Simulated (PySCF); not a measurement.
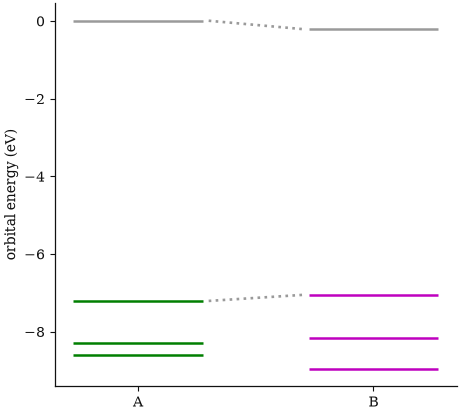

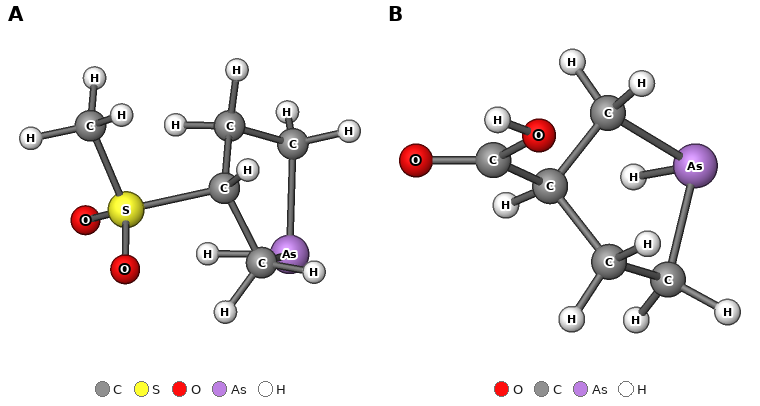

Related molecules: A is C₅H₁₁AsO₂S, SMILES CS(=O)(=O)[C@@H]1CC[AsH]C1; B is C₅H₉AsO₂, SMILES O=C(O)[C@@H]1CC[AsH]C1. Frontier orbital energies, PBE0/def2-SVPD in PySCF, at a PBE0-D3(BJ)/def2-SVP geometry (no frequency check); drawn are at most three filled levels and, in grey, the LUMO with any level within 0.03 eV of it; dotted lines join the HOMOs and the LUMOs.

> What does the change do to the frontier levels?

From A to B the HOMO rises by 0.16 eV and the LUMO falls by 0.22 eV, so the separation goes from 7.22 to 6.84 eV.

> Does the ΔSCF ionisation energy follow the HOMO?

A: −ε(HOMO) 7.21, ΔSCF 9.09 eV; B: −ε(HOMO) 7.05, ΔSCF 8.94 eV.

Limits of at least one run: empty levels above zero depend strongly on the basis; one conformer of a flexible molecule.
